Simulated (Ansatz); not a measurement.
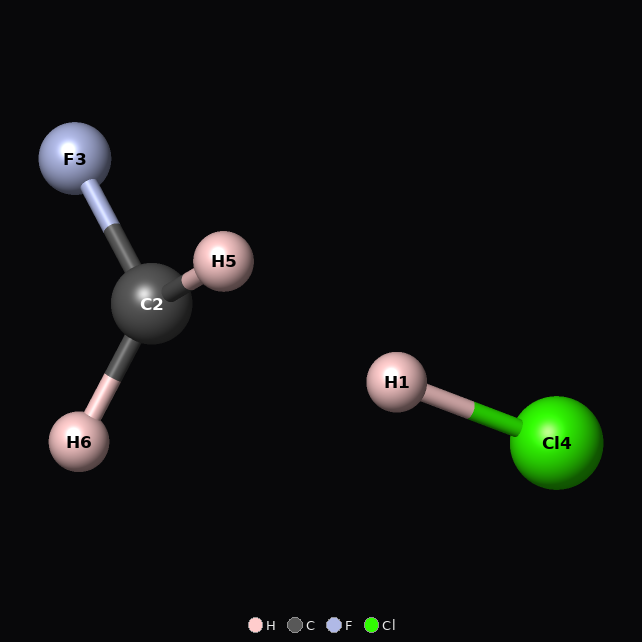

The species is neutral and a spin doublet. Sticks follow a distance rule. Harmonic vibrations computed with UKS PBE0-D4/def2-TZVP (Ansatz 0.2.0) at a stationary point of the same level.

**Minimum or transition state?**

A minimum: no imaginary frequency, and the lowest mode lies at 52 cm⁻¹.

**How many vibrational modes are there, and where do they lie?**

12 modes: 52, 118, 173, 438, 454, 760, 1184, 1230, 1472, 2598, 3129, 3281 cm⁻¹.
